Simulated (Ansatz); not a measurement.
**GeSiH4F (SMILES F[SiH][GeH3]): UB3LYP/6-31G(d) (spherical functions)**

Aim: the electronic atomisation energy of GeSiH4F at UB3LYP/6-31G* (spherical functions), from 5 runs. 

The calculation is run with Ansatz 0.2.0.

33 further runs of the same task are left out: 33 set aside as unsound or not needed. Runs told in other sessions of the task aren't counted.

## 1. The structure to begin with

GeSiH4F: 7 atoms, total charge 0, spin state doublet. As SMILES, `F[SiH][GeH3]`. The coordinates come from a PBE0-D4/def2-TZVP relaxation.

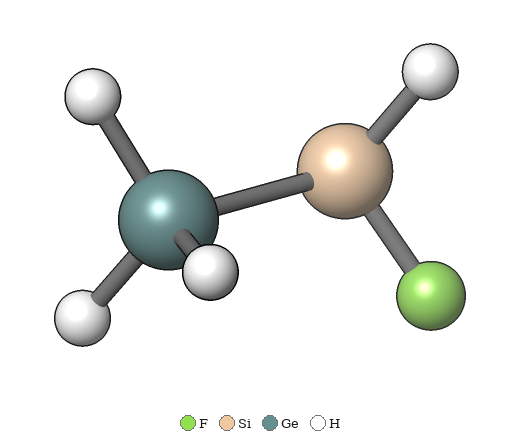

The structure, seen from a chosen angle (fluorine green, silicon light orange, germanium teal, hydrogen white).

## 2. A single-point energy at UB3LYP/6-31G(d) (spherical functions)

Input file input.yaml:

```yaml
basis:
  gaussian:
    orbitals: 6-31G_st_-spherical.json
crystal:
  periodic: [false, false, false]
  atoms:
    - symbol: F
      position_ang: [-0.828200, -1.797600, 1.409500]
    - symbol: Si
      position_ang: [-0.880400, -1.140500, -0.059400]
    - symbol: Ge
      position_ang: [0.333800, 0.913400, -0.081600]
    - symbol: H
      position_ang: [-0.325400, -2.158700, -1.001700]
    - symbol: H
      position_ang: [0.289700, 1.465200, -1.516000]
    - symbol: H
      position_ang: [-0.331000, 1.924700, 0.863100]
    - symbol: H
      position_ang: [1.802700, 0.725500, 0.340400]
magnetization:
  spin_polarized: true
  initial_magnetization: 1
hamiltonian:
  xc: {name: B3LYP}
accuracy: high
output: {orbitals: {seedname: orbitals}}
```

The basis set 6-31G* is read from a file made from the Basis Set Exchange's data (not shown).

The run is started by

```console
ansatz run input.yaml --threads 1 --pin off --max-ram 3480MiB --events-out events.jsonl --progress --plain --runs-dir runs
```

The program printed:

```text
Warning: RAYON_NUM_THREADS=1 ignored (pool sized by the plan → 1); use --threads N
Functional definition: B3LYP
  name "B3LYP"
  parameter a0 = 0.2
  parameter ax = 0.72
  parameter ac = 0.81
  exchange = (1 - a0 - ax)*slater_x + ax*b88_x + a0*exact_x
  correlation = (1 - ac)*vwn_rpa_c + ac*lyp_c
1514 factors; integrals over basis functions are off by at most 6.3e-9 eV
mean field evaluation 1: about -67169.6246 eV, gradient 2.2e1 eV
mean field evaluation 2: about -67167.0991 eV, gradient 3.7e1 eV
mean field evaluation 4: about -67171.1265 eV, gradient 8.4e-1 eV
mean field evaluation 8: about -67171.2382 eV, gradient 8.3e-2 eV
mean field evaluation 16: about -67171.2382 eV, gradient 7.8e-5 eV
mean field -67171.23823626 eV, -2468.4974748819 hartree, gradient 8.3e-8 eV, S^2 0.751715; 0 other end points of the search recorded, 0 dependent functions left out
reference -67171.23827830 eV, -2468.4974764268 hartree; 30, 29 occupied and 42, 43 virtual orbitals, 1514 factors
Total energy: -67171.23827830 eV, -2468.4974764268 hartree
```

Wall time 20 s (1 thread of Arm Neoverse N1, shared host); peak memory 0.35 GiB.

## 3. The F atom at the same level

Input file job.yaml:

```yaml
crystal:
  periodic: [false, false, false]
  atoms:
    - symbol: F
      position_ang: [0.000000, 0.000000, 0.000000]
basis:
  gaussian: {orbitals: 6-31G_st_-spherical.json}
hamiltonian: {xc: {name: B3LYP}}
magnetization: {spin_polarized: true, initial_magnetization: 1}
accuracy: high
```

The basis set 6-31G* is read from a file made from the Basis Set Exchange's data (not shown).

Run the same way, it converges to -99.71458 Eh (log not shown).

## 4. The Ge atom, same level

Input file job.yaml:

```yaml
crystal:
  periodic: [false, false, false]
  atoms:
    - {symbol: Ge, position_ang: [0.000000, 0.000000, 0.000000]}
basis:
  gaussian: {orbitals: 6-31G_st_-spherical.json}
magnetization: {spin_polarized: true, initial_magnetization: 2}
accuracy: high
hamiltonian: {xc: {name: B3LYP}}
```

The basis set 6-31G* is read from a file made from the Basis Set Exchange's data (not shown).

Run the same way, it converges to -2076.68559 Eh (log not shown).

## 5. The H atom

Input file run.yaml:

```yaml
basis:
  gaussian: {orbitals: "6-31G*"}
crystal:
  periodic: [false, false, false]
  atoms:
    - {symbol: H, position_ang: [0.000000, 0.000000, 0.000000]}
magnetization: {spin_polarized: true, initial_magnetization: 1}
hamiltonian: {xc: {name: B3LYP}}
accuracy: high
```

The run is started by

```console
ansatz run run.yaml --threads 1 --pin off --max-ram 3480MiB --events-out events.jsonl --progress --plain --runs-dir runs
```

The program printed:

```text
Warning: RAYON_NUM_THREADS=1 ignored (pool sized by the plan → 1); use --threads N
Functional definition: B3LYP
  name "B3LYP"
  parameter a0 = 0.2
  parameter ax = 0.72
  parameter ac = 0.81
  exchange = (1 - a0 - ax)*slater_x + ax*b88_x + a0*exact_x
  correlation = (1 - ac)*vwn_rpa_c + ac*lyp_c
3 factors; integrals over basis functions are off by at most 5.4e-10 eV
mean field evaluation 1: about -13.6135 eV, gradient 2.1e-1 eV
mean field evaluation 2: about -13.6127 eV, gradient 2.0e-1 eV
mean field evaluation 4: about -13.6131 eV, gradient 4.2e-7 eV
mean field evaluation 8: about -13.6131 eV, gradient 8.0e-10 eV
mean field -13.61309805 eV, -0.5002721262 hartree, gradient 8.6e-9 eV, S^2 0.750000; 0 other end points of the search recorded, 0 dependent functions left out
reference -13.61311596 eV, -0.5002727842 hartree; 1, 0 occupied and 1, 2 virtual orbitals, 3 factors
Total energy: -13.61311596 eV, -0.5002727842 hartree
```

Run time: 0.18 s. Hardware: 1 thread of Arm Neoverse N1, shared host.

## 6. The Si atom, same level

Input file input.yaml:

```yaml
crystal:
  periodic: [false, false, false]
  atoms:
    - symbol: Si
      position_ang: [0.000000, 0.000000, 0.000000]
basis:
  gaussian:
    orbitals: 6-31G_st_-spherical.json
magnetization:
  spin_polarized: true
  initial_magnetization: 2
hamiltonian:
  xc: {name: B3LYP}
accuracy: high
```

The basis set 6-31G* is read from a file made from the Basis Set Exchange's data (not shown).

Run the same way, it converges to -289.36979 Eh (log not shown).

## 7. Outcome

At UB3LYP/6-31G* (spherical functions):

```
                                    quantity           value
                      molecule: total energy  -2468.49748 Eh
molecule: HOMO energy (highest over α and β)        -5.77 eV
 molecule: LUMO energy (lowest over α and β)        -2.90 eV
                              molecule: ⟨S²⟩           0.752
                        F atom: total energy    -99.71458 Eh
                                F atom: ⟨S²⟩           0.751
                       Ge atom: total energy  -2076.68559 Eh
                               Ge atom: ⟨S²⟩           2.002
                        H atom: total energy     -0.50027 Eh
                                H atom: ⟨S²⟩           0.750
                       Si atom: total energy   -289.36979 Eh
                               Si atom: ⟨S²⟩           2.002
               electronic atomisation energy       19.767 eV
```

**Reading.** Taking the molecule apart into free atoms costs 19.77 eV (1907 kJ/mol), before zero-point energy and without spin-orbit coupling.
